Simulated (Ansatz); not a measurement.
ClF3H2OTi

The calculation's input:

```
crystal:
  periodic: [false, false, false]
  atoms:
    - { symbol: Ti, position_ang: [-0.17509, -0.137816, -0.118127] }
    - { symbol: F, position_ang: [-0.264102, -0.122765, 1.668475] }
    - { symbol: F, position_ang: [1.451872, -0.156488, -0.676417] }
    - { symbol: Cl, position_ang: [-1.384621, 1.401836, -1.050705] }
    - { symbol: F, position_ang: [-0.843084, -1.641332, -0.614527] }
    - { symbol: O, position_ang: [1.144009, 2.257576, 1.357882] }
    - { symbol: H, position_ang: [2.063304, 1.969436, 1.397015] }
    - { symbol: H, position_ang: [0.707512, 1.724353, 2.058804] }
basis:
  gaussian: { orbitals: def2-SVP }
hamiltonian:
  xc: pbe0
relax:
  f_tol: 0.03
  max_steps: 50
output:
  orbitals: {}
```

Command:

```sh
ansatz run input.yaml --threads 4 --pin off --max-ram 5120MiB --backend cpu --events-out ev --progress --plain --runs-dir out
```

The fields are those of the run's last geometry, not of the input's.

Method: RKS PBE0/def2-SVP (Ansatz 0.2.0).

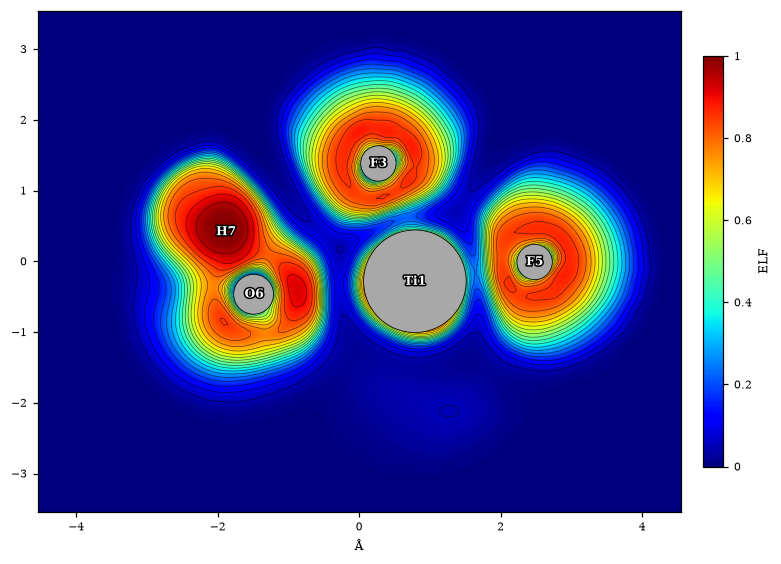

Figure 1. Electron localisation function on the plane of atoms Ti1, O6 and H7. Grey discs cover the atomic cores.

### Interpret the plot.

Atoms in the plane: Ti, F, O and H. Ti–F (1.73 Å): the ELF peaks at about 0.80 in the valence shell of F, 0.5 Å from its nucleus, and drops to about 0.25 between the two atoms. Ti–O (2.29 Å): the ELF peaks at about 0.90 in the valence shell of O, 0.6 Å from its nucleus, and is about 0.10 at the midpoint. O–H (0.97 Å): the ELF climbs to about 1 towards the hydrogen, as it does in any bond to H: a covalent bond by its length.

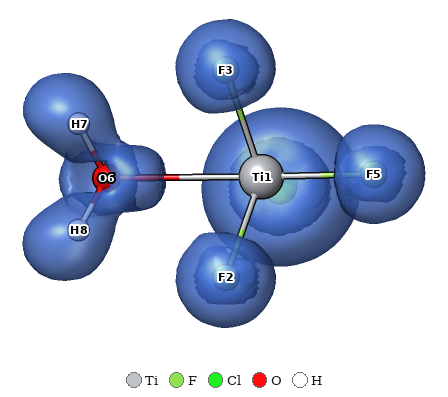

Figure 2. Isosurface of the electron localisation function at 0.8 (blue), seen from one side. Only the valence region is drawn (cores and ρ < 0.01 e/Å³ removed).

### Describe the localisation domains.

The ELF exceeds this value in one region wrapped around Cl (its valence shell), three regions wrapped around F (the valence shell of each) and one joined region spread over several atoms (H, O), in which their bonds and any lone pairs are merged.


 Ti–Cl (2.19 Å): the ELF peaks at about 0.85 in the valence shell of Cl, 0.8 Å from its nucleus, and is about 0.40 at the midpoint.

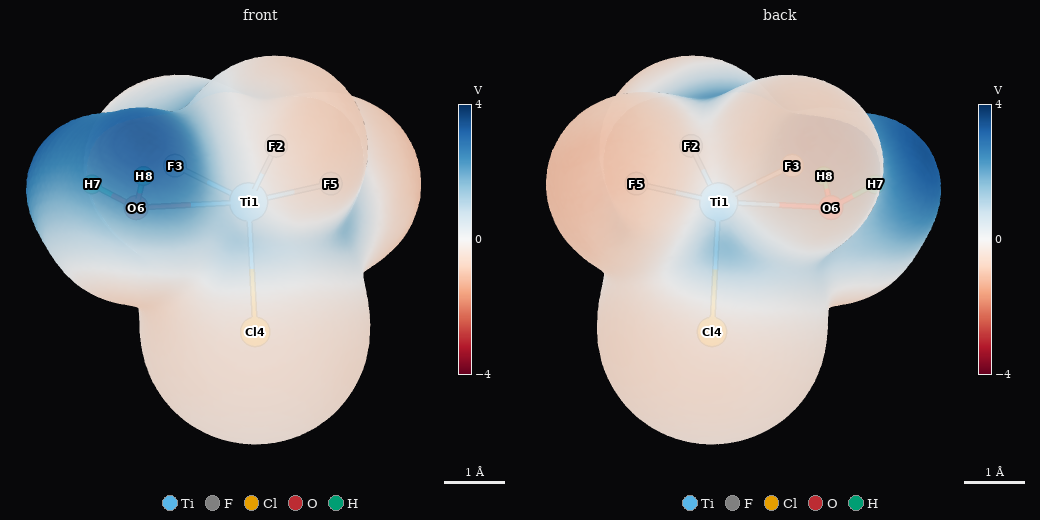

Figure 3. The electrostatic potential painted on the density surface at 0.002 e/bohr³, seen from the front and from behind; red is negative and blue positive.

### Which sites attract a positive test charge, and which a negative one?

A positive charge is drawn to the negative regions and a negative charge to the positive ones. The most negative region (about −1.1 V) lies over F5, the most positive (about +3.3 V) over H7 and H8.

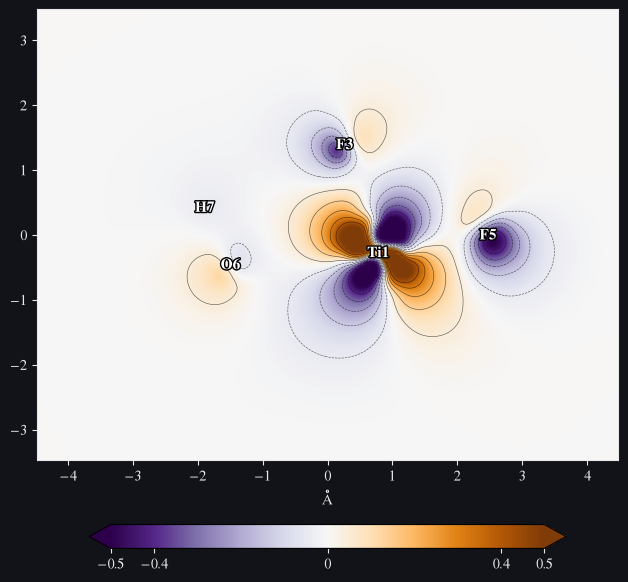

Figure 4. The LUMO on the plane of atoms Ti1, O6 and H7 (values in Å⁻³ᐟ²; the overall sign is arbitrary).

### Where does this orbital lie, and at what energy?

It lies mainly on Ti1 (about 75 %), Cl4 (about 10 %) and F5 (about 5 %). Its energy is −2.85 eV.
